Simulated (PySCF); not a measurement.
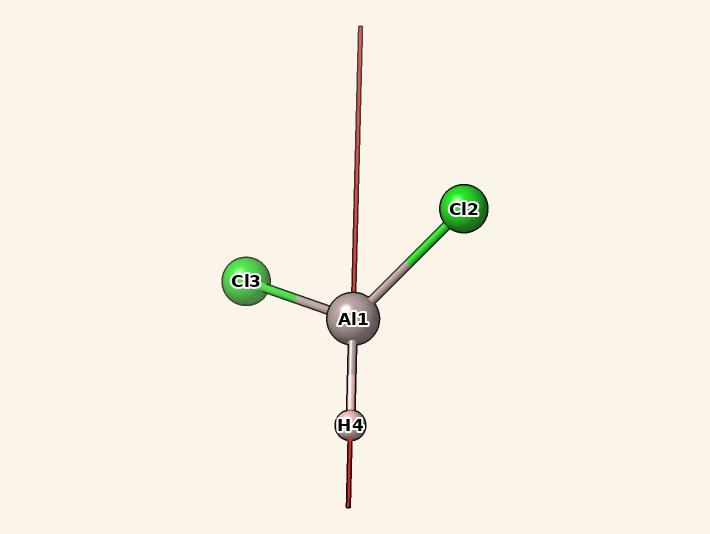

A line through the centre of mass is drawn in. Atoms fade into the background with distance from the viewer. Computed geometry: PBE0-D3(BJ)/def2-SVP optimisation. No frequency run is at hand to confirm it as a minimum.

**Is the line a proper rotation axis of the structure, and of what order?**

Yes, a C2 axis. A turn by 180° leaves Al1, H4 in place and moves Cl2 ↔ Cl3. The point group is C2v.
